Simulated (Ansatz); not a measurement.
## C3H8O2: geometry relaxation

The run: geometry relaxation of C3H8O2. Method and program: MP2/6-31G*, RHF (Ansatz 0.2.0).

The geometry comes from this level: PBE0-D4/def2-TZVP. Figures and captions count atoms from 1; the log counts them from 0 in places.

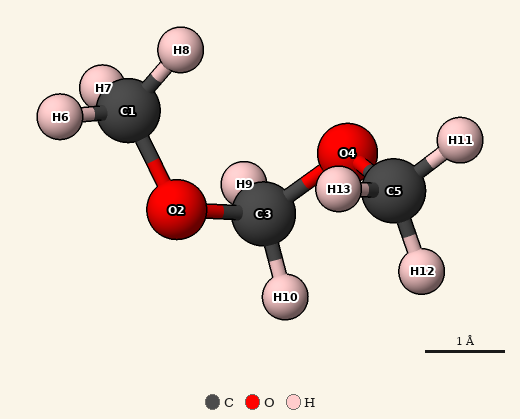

Figure 1. The input geometry (ball-and-stick view, seen at a tilt; atoms are numbered from 1 in the order of the input).

**Summary**

| quantity | value |
| --- | --- |
| outcome | converged |
| total energy | −268.698651 hartree |
| SCF energy | −267.951531 hartree |
| MP2 energy | −268.698651 hartree |
| correlation energy | −0.747120 hartree |
| basis functions | 91 |
| largest force | 0.001 eV/Å |
| SCF solution under orbital rotations | stable |
| HOMO of the SCF reference | −11.91 eV |
| LUMO of the SCF reference | 6.45 eV |
| hardware | 1 thread of Arm Neoverse V2, 24 GiB of memory available, shared host |
| wall time | 31 s |
| peak memory | 0.21 GiB |

**Input**
```yaml
basis:
  gaussian: {orbitals: "6-31G*"}
crystal:
  periodic: [false, false, false]
  atoms:
    - symbol: C
      position_ang: [-1.024400, -0.789300, 1.349800]
    - symbol: O
      position_ang: [0.262200, -0.255300, 1.139700]
    - symbol: C
      position_ang: [0.811400, -0.614800, -0.087400]
    - symbol: O
      position_ang: [0.154100, -0.062300, -1.182600]
    - symbol: C
      position_ang: [0.296400, 1.336700, -1.267600]
    - symbol: H
      position_ang: [-1.339600, -0.485400, 2.347600]
    - symbol: H
      position_ang: [-1.007500, -1.886200, 1.298200]
    - symbol: H
      position_ang: [-1.743500, -0.416400, 0.613700]
    - symbol: H
      position_ang: [0.761800, -1.701400, -0.234500]
    - symbol: H
      position_ang: [1.856200, -0.280600, -0.049300]
    - symbol: H
      position_ang: [-0.214200, 1.657300, -2.175200]
    - symbol: H
      position_ang: [1.355300, 1.620400, -1.333200]
    - symbol: H
      position_ang: [-0.147600, 1.842600, -0.404500]
correlation: {method: mp2}
relax: {f_tol: 0.002}
output: {orbitals: {seedname: orbitals}}
```

Run as:
```bash
ansatz run job.yaml --threads 1 --pin off --max-ram 3480MiB --events-out events.jsonl --progress --plain --runs-dir runs
```

**Output**
```
The last accepted step is kept in runs//last_step.txt (removed where the run ends without a failure and the disk answers)
Functional definition: HF
  name "HF"
  exchange = exact_x
  correlation = 0
these checks for a lower state are left out or cut short: cluster_reference
1054 factors; integrals over basis functions are off by at most 4.1e-4 eV
mean field evaluation 1: about -7288.8174 eV, gradient 3.3e1 eV
mean field evaluation 2: about -7288.9161 eV, gradient 3.3e1 eV
mean field evaluation 4: about -7291.3473 eV, gradient 4.1e0 eV
mean field evaluation 8: about -7291.3859 eV, gradient 1.4e-1 eV
mean field -7291.38595698 eV, -267.9534916401 hartree, gradient 4.2e-6 eV, S^2 0.000000; 0 other end points of the search recorded, 0 dependent functions left out
5 core orbitals not correlated: weight in the atoms' cores, before any rotation towards them, 1.000 or more for the frozen orbitals, at most 0.000 for the correlated occupied ones
reference -7291.38595698 eV, -267.9534916401 hartree; 16, 16 occupied and 70, 70 virtual orbitals, 1054 factors
second order -20.25574814 eV of doubles, -0.00000000 eV of singles
the calculation of the forces begins
relax step   1: F+E_penalty+E_count = -7311.64170511 eV  Δ(F+E_penalty+E_count) = +0.000e0 eV  max|allowed force component| = 5.468e-1 eV/Å  Δτ_max = 0.0000 Å  (44 SCF iters, accepted)
these checks for a lower state are left out or cut short: starts, cluster_reference, orbital_swaps, neighbouring_geometries, increment
1054 factors; integrals over basis functions are off by at most 4.2e-4 eV
mean field evaluation 16: about -7291.2530 eV, gradient 6.6e-3 eV
mean field -7291.36295142 eV, -267.9526462012 hartree, gradient 3.9e-6 eV, S^2 0.000000; 0 other end points of the search recorded, 0 dependent functions left out
[... from here on the field's lines of each further geometry are left out, up to the last ...]
relax step   2: F+E_penalty+E_count = -7311.65679888 eV  Δ(F+E_penalty+E_count) = -1.509e-2 eV  max|allowed force component| = 3.203e-1 eV/Å  Δτ_max = 0.0217 Å  (40 SCF iters, accepted)
relax step   3: F+E_penalty+E_count = -7311.66255703 eV  Δ(F+E_penalty+E_count) = -5.758e-3 eV  max|allowed force component| = 2.518e-2 eV/Å  Δτ_max = 0.0468 Å  (41 SCF iters, accepted)
relax step   4: F+E_penalty+E_count = -7311.66268439 eV  Δ(F+E_penalty+E_count) = -1.274e-4 eV  max|allowed force component| = 1.444e-2 eV/Å  Δτ_max = 0.0097 Å  (31 SCF iters, accepted)
relax step   5: F+E_penalty+E_count = -7311.66268483 eV  Δ(F+E_penalty+E_count) = -4.417e-7 eV  max|allowed force component| = 2.189e-2 eV/Å  Δτ_max = 0.0066 Å  (31 SCF iters, accepted)
relax step   6: F+E_penalty+E_count = -7311.66274088 eV  Δ(F+E_penalty+E_count) = -5.604e-5 eV  max|allowed force component| = 7.205e-3 eV/Å  Δτ_max = 0.0052 Å  (32 SCF iters, accepted)
relax step   7: F+E_penalty+E_count = -7311.66276313 eV  Δ(F+E_penalty+E_count) = -2.225e-5 eV  max|allowed force component| = 2.335e-3 eV/Å  Δτ_max = 0.0085 Å  (32 SCF iters, accepted)
5 core orbitals not correlated: weight in the atoms' cores, before any rotation towards them, 1.000 or more for the frozen orbitals, at most 0.000 for the correlated occupied ones
reference -7291.33259206 eV, -267.9515305153 hartree; 16, 16 occupied and 70, 70 virtual orbitals, 1054 factors
second order -20.33017329 eV of doubles, -0.00000000 eV of singles
the calculation of the forces begins
relax step   8: F+E_penalty+E_count = -7311.66276534 eV  Δ(F+E_penalty+E_count) = -2.218e-6 eV  max|allowed force component| = 9.981e-4 eV/Å  Δτ_max = 0.0028 Å  (30 SCF iters, accepted)
```

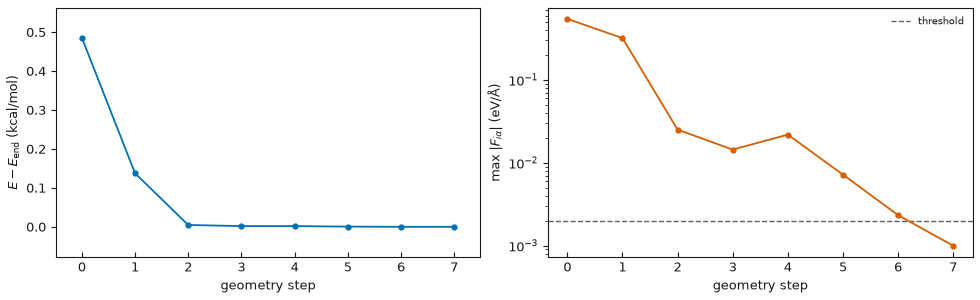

Figure 2. Progress of the relaxation, step by step (the first geometry is step 0 here and step 1 in the log).

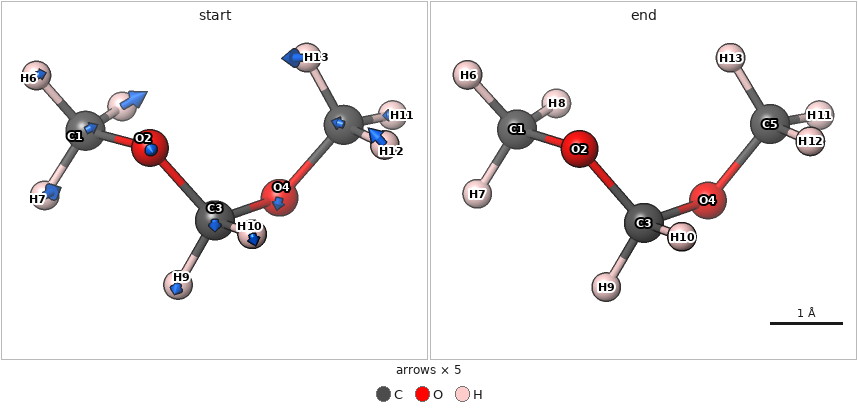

Figure 3. Before (left) and after (right) the relaxation, at one scale (ball-and-stick view, seen at a tilt). The blue arrows give the displacements, magnified 5 times. The largest moves after the best rigid fit, 0.090 Å, are those of H8 and H13. Largest moves by element: H 0.090 Å, C 0.041 Å, O 0.040 Å. Distances before and after: C1–O2 1.409 → 1.426 Å, C3–O4 1.392 → 1.405 Å. Over 7 geometry steps the energy falls by 0.49 kcal/mol. The largest force component goes from 0.55 to 0.001 eV/Å. (Atoms are counted from 1 in the order of the input.)

```
these checks for a lower state are left out or cut short: cluster_reference
1054 factors; integrals over basis functions are off by at most 4.1e-4 eV
mean field -7291.33259206 eV, -267.9515305153 hartree, gradient 1.4e-6 eV, S^2 0.000000; 1 other end points of the search recorded, 0 dependent functions left out
5 core orbitals not correlated: weight in the atoms' cores, before any rotation towards them, 1.000 or more for the frozen orbitals, at most 0.000 for the correlated occupied ones
reference -7291.33259206 eV, -267.9515305153 hartree; 16, 16 occupied and 70, 70 virtual orbitals, 1054 factors
second order -20.33017329 eV of doubles, -0.00000000 eV of singles
the calculation of the forces begins
Total energy: -7311.66276534 eV, -268.6986506034 hartree
Atom 0 at    -1.022258    -0.754561     1.327993 Å, force    -0.000339     0.000430     0.000747 eV/Å
Atom 1 at     0.301097    -0.253595     1.147488 Å, force    -0.000923    -0.000142     0.000362 eV/Å
Atom 2 at     0.842851    -0.638571    -0.090846 Å, force     0.000998    -0.000774    -0.000103 eV/Å
Atom 3 at     0.161683    -0.099154    -1.195479 Å, force    -0.000150     0.000948    -0.000247 eV/Å
Atom 4 at     0.266813     1.322649    -1.242792 Å, force    -0.000610     0.000299    -0.000652 eV/Å
Atom 5 at    -1.327200    -0.460287     2.332277 Å, force     0.000083    -0.000305    -0.000650 eV/Å
Atom 6 at    -1.038104    -1.849415     1.247280 Å, force     0.000223     0.000251    -0.000051 eV/Å
Atom 7 at    -1.713183    -0.334935     0.591392 Å, force     0.000228    -0.000108     0.000266 eV/Å
Atom 8 at     0.790288    -1.726641    -0.225420 Å, force     0.000148     0.000017     0.000229 eV/Å
Atom 9 at     1.886508    -0.299659    -0.064628 Å, force    -0.000015    -0.000119    -0.000235 eV/Å
Atom 10 at    -0.233071     1.636758    -2.159101 Å, force     0.000400    -0.000050     0.000594 eV/Å
Atom 11 at     1.319171     1.634021    -1.275355 Å, force    -0.000171    -0.000287     0.000040 eV/Å
Atom 12 at    -0.213995     1.788691    -0.378110 Å, force     0.000127    -0.000159    -0.000300 eV/Å
Dipole moment:    -0.057503     0.043464     0.006287 e Å
Checks for a lower state left out: cluster_reference
```

**Trajectory as extended XYZ (Å, eV, eV/Å), 8 frames, from step=1 to step=8**
```
13
Properties=species:S:1:pos:R:3:forces:R:3 step=1 energy=-7311.64171
C    -1.0244   -0.7893    1.3498   -0.5130  -0.2247  -0.0410
O     0.2622   -0.2553    1.1397    0.3462   0.4274   0.4721
C     0.8114   -0.6148   -0.0874    0.3797  -0.2885  -0.0434
O     0.1541   -0.0623   -1.1826   -0.3815  -0.3998  -0.4683
C     0.2964    1.3367   -1.2676    0.0841   0.5468   0.0903
H    -1.3396   -0.4854    2.3476    0.0422   0.0283   0.0321
H    -1.0075   -1.8862    1.2982    0.0006  -0.0265  -0.0061
H    -1.7435   -0.4164    0.6137    0.0011   0.0049  -0.0161
H     0.7618   -1.7014   -0.2345    0.0053  -0.0246  -0.0372
H     1.8562   -0.2806   -0.0493    0.0305  -0.0015   0.0342
H    -0.2142    1.6573   -2.1752   -0.0208  -0.0449  -0.0357
H     1.3553    1.6204   -1.3332    0.0273   0.0066   0.0030
H    -0.1476    1.8426   -0.4045   -0.0017  -0.0034   0.0160
13
Properties=species:S:1:pos:R:3:forces:R:3 step=2 energy=-7311.65680
C    -1.0255   -0.7807    1.3434   -0.3010  -0.1221  -0.0050
O     0.2741   -0.2521    1.1446    0.1831   0.1924   0.2028
C     0.8213   -0.6223   -0.0885    0.2011  -0.1523  -0.0229
O     0.1535   -0.0741   -1.1888   -0.1632  -0.2071  -0.2046
C     0.2887    1.3347   -1.2602    0.0377   0.3203   0.0343
H    -1.3386   -0.4756    2.3421    0.0225   0.0116   0.0063
H    -1.0165   -1.8781    1.2882    0.0145   0.0099  -0.0072
H    -1.7367   -0.3982    0.6042    0.0273   0.0042  -0.0018
H     0.7717   -1.7098   -0.2327   -0.0097   0.0041  -0.0051
H     1.8665   -0.2874   -0.0533   -0.0055   0.0076   0.0070
H    -0.2226    1.6530   -2.1689   -0.0062  -0.0241  -0.0084
H     1.3465    1.6257   -1.3214   -0.0043  -0.0172   0.0061
H    -0.1618    1.8301   -0.3942    0.0036  -0.0273  -0.0016
13
Properties=species:S:1:pos:R:3:forces:R:3 step=3 energy=-7311.66256
C    -1.0251   -0.7620    1.3298    0.0104  -0.0042  -0.0156
O     0.2946   -0.2511    1.1472   -0.0090   0.0074   0.0252
C     0.8382   -0.6350   -0.0904   -0.0102   0.0074   0.0011
O     0.1576   -0.0936   -1.1941   -0.0128   0.0092  -0.0226
C     0.2729    1.3276   -1.2449    0.0088  -0.0102   0.0133
H    -1.3393   -0.4529    2.3268    0.0023  -0.0014  -0.0061
H    -1.0276   -1.8582    1.2684   -0.0072   0.0001   0.0053
H    -1.7155   -0.3638    0.5805    0.0051   0.0038   0.0114
H     0.7840   -1.7230   -0.2256    0.0146   0.0025  -0.0038
H     1.8814   -0.2947   -0.0633    0.0019  -0.0150   0.0020
H    -0.2424    1.6457   -2.1513    0.0028  -0.0024   0.0056
H     1.3274    1.6287   -1.2983   -0.0028   0.0074  -0.0043
H    -0.1856    1.7977   -0.3701   -0.0038  -0.0047  -0.0115
13
Properties=species:S:1:pos:R:3:forces:R:3 step=4 energy=-7311.66268
C    -1.0243   -0.7600    1.3290    0.0016   0.0047   0.0010
O     0.2967   -0.2527    1.1482    0.0010  -0.0037  -0.0144
C     0.8396   -0.6361   -0.0905    0.0017  -0.0012  -0.0002
O     0.1595   -0.0951   -1.1955    0.0058  -0.0014   0.0137
C     0.2713    1.3262   -1.2441   -0.0041  -0.0028  -0.0007
H    -1.3362   -0.4536    2.3275   -0.0015  -0.0013   0.0017
H    -1.0324   -1.8560    1.2638   -0.0007   0.0019  -0.0022
H    -1.7137   -0.3546    0.5830   -0.0011  -0.0017   0.0015
H     0.7874   -1.7240   -0.2265   -0.0029  -0.0013   0.0008
H     1.8833   -0.2978   -0.0630    0.0004   0.0032  -0.0006
H    -0.2410    1.6430   -2.1525    0.0006   0.0020  -0.0016
H     1.3247    1.6321   -1.2929   -0.0017  -0.0001   0.0024
H    -0.1942    1.7938   -0.3719    0.0011   0.0017  -0.0015
13
Properties=species:S:1:pos:R:3:forces:R:3 step=5 energy=-7311.66269
C    -1.0244   -0.7594    1.3299    0.0181  -0.0067  -0.0196
O     0.2968   -0.2531    1.1478    0.0117  -0.0018  -0.0025
C     0.8404   -0.6368   -0.0906   -0.0212   0.0160   0.0023
O     0.1600   -0.0951   -1.1951    0.0051  -0.0109   0.0006
C     0.2706    1.3263   -1.2449    0.0140  -0.0175   0.0161
H    -1.3333   -0.4575    2.3300   -0.0053   0.0074   0.0219
H    -1.0340   -1.8550    1.2600   -0.0006  -0.0037  -0.0026
H    -1.7152   -0.3505    0.5878   -0.0078   0.0038  -0.0081
H     0.7881   -1.7245   -0.2267   -0.0036  -0.0029  -0.0013
H     1.8841   -0.2984   -0.0629    0.0020   0.0042   0.0014
H    -0.2370    1.6416   -2.1558   -0.0115   0.0052  -0.0200
H     1.3238    1.6330   -1.2889    0.0036   0.0013   0.0023
H    -0.1993    1.7946   -0.3759   -0.0045   0.0055   0.0093
13
Properties=species:S:1:pos:R:3:forces:R:3 step=6 energy=-7311.66274
C    -1.0236   -0.7575    1.3287    0.0072   0.0001  -0.0035
O     0.2987   -0.2534    1.1477    0.0007  -0.0025  -0.0017
C     0.8414   -0.6375   -0.0907   -0.0051   0.0038   0.0005
O     0.1608   -0.0969   -1.1953    0.0028  -0.0002   0.0013
C     0.2692    1.3248   -1.2436    0.0023  -0.0072   0.0024
H    -1.3318   -0.4570    2.3299   -0.0016   0.0016   0.0059
H    -1.0355   -1.8530    1.2563    0.0007  -0.0004  -0.0020
H    -1.7138   -0.3454    0.5875   -0.0026   0.0011  -0.0026
H     0.7889   -1.7254   -0.2263   -0.0015  -0.0010   0.0004
H     1.8851   -0.2989   -0.0635    0.0005   0.0018  -0.0002
H    -0.2371    1.6400   -2.1558   -0.0028   0.0017  -0.0053
H     1.3220    1.6335   -1.2848    0.0008  -0.0008   0.0018
H    -0.2037    1.7918   -0.3753   -0.0014   0.0019   0.0030
13
Properties=species:S:1:pos:R:3:forces:R:3 step=7 energy=-7311.66276
C    -1.0225   -0.7551    1.3280   -0.0005   0.0006   0.0020
O     0.3007   -0.2536    1.1475   -0.0007  -0.0004  -0.0011
C     0.8426   -0.6384   -0.0908    0.0015  -0.0011  -0.0002
O     0.1616   -0.0987   -1.1955    0.0003   0.0007   0.0011
C     0.2672    1.3231   -1.2428   -0.0009   0.0005  -0.0019
H    -1.3284   -0.4589    2.3315    0.0001  -0.0011  -0.0023
H    -1.0376   -1.8501    1.2495    0.0000   0.0013  -0.0003
H    -1.7130   -0.3373    0.5899    0.0004  -0.0005   0.0012
H     0.7901   -1.7264   -0.2257   -0.0002   0.0003   0.0008
H     1.8863   -0.2996   -0.0643   -0.0005   0.0002  -0.0007
H    -0.2345    1.6375   -2.1580    0.0013   0.0000   0.0022
H     1.3197    1.6340   -1.2777   -0.0012  -0.0004   0.0004
H    -0.2115    1.7891   -0.3769    0.0004  -0.0001  -0.0012
13
Properties=species:S:1:pos:R:3:forces:R:3 step=8 energy=-7311.66277
C    -1.0223   -0.7546    1.3280   -0.0003   0.0004   0.0007
O     0.3011   -0.2536    1.1475   -0.0009  -0.0001   0.0004
C     0.8429   -0.6386   -0.0908    0.0010  -0.0008  -0.0001
O     0.1617   -0.0992   -1.1955   -0.0001   0.0009  -0.0002
C     0.2668    1.3226   -1.2428   -0.0006   0.0003  -0.0007
H    -1.3272   -0.4603    2.3323    0.0001  -0.0003  -0.0006
H    -1.0381   -1.8494    1.2473    0.0002   0.0003  -0.0001
H    -1.7132   -0.3349    0.5914    0.0002  -0.0001   0.0003
H     0.7903   -1.7266   -0.2254    0.0001   0.0000   0.0002
H     1.8865   -0.2997   -0.0646    0.0000  -0.0001  -0.0002
H    -0.2331    1.6368   -2.1591    0.0004  -0.0001   0.0006
H     1.3192    1.6340   -1.2754   -0.0002  -0.0003   0.0000
H    -0.2140    1.7887   -0.3781    0.0001  -0.0002  -0.0003
```

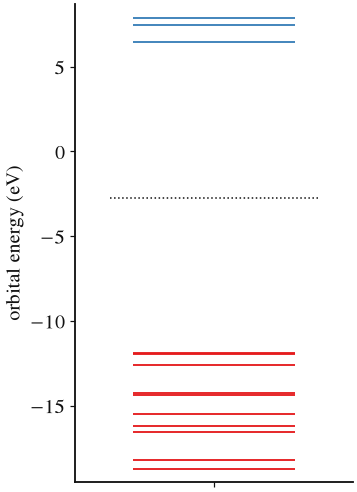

Figure 4. Orbital energies near the frontier (SCF reference); the dotted line parts filled from empty levels, and levels within 0.02 eV of each other stand side by side. Highest filled −11.91 eV, lowest empty 6.45 eV, 18.36 eV apart.
